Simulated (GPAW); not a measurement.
Two runs for the Zn K edge of atom 6 in ZnPPd5 (P4/mmm). Run A: GPAW, LDA, excited-electron core hole (neutral cell), 14-atom cell with 5.5 Å between holes, 5×5×5 k points, dipole transitions, Gaussian full width 1.67 eV up to 4 eV, rising linearly to 3.5 eV at 25 eV. Run B has a fault in its input.

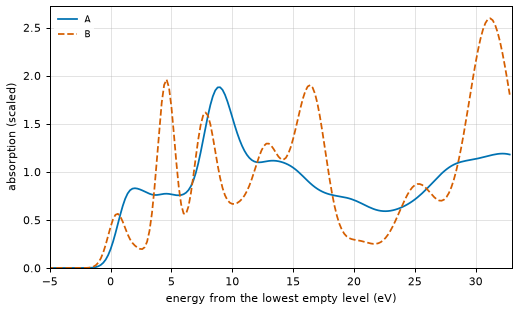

Energy from the lowest empty level; intensity scaled to a mean of 1 over the first 20 eV.

Question: What went wrong in run B?

The spectrum is summed over the zone centre alone. The scaled spectrum changes by 49 % r.m.s. Another feature, at 4.6 eV (1.96), becomes the highest below 24 eV; the one at 9.0 eV (1.88) is now at 7.8 eV (1.62). Other settings could leave a like mark; this is the one that was changed.

[Hosts, paths, dates, database ids (printed as entryN), source tags and the programs' standing remarks are cut or masked in the printed files.]

[Lists of maxima count a maximum above −3 eV only where it reaches 4 % of the highest in the window and stands out from its surroundings by 2 % of it (1.5 % where it reaches 55 %); shoulders and weaker maxima are passed over, and of the rest the first, up to two pre-edge ones and the few strongest are named.]
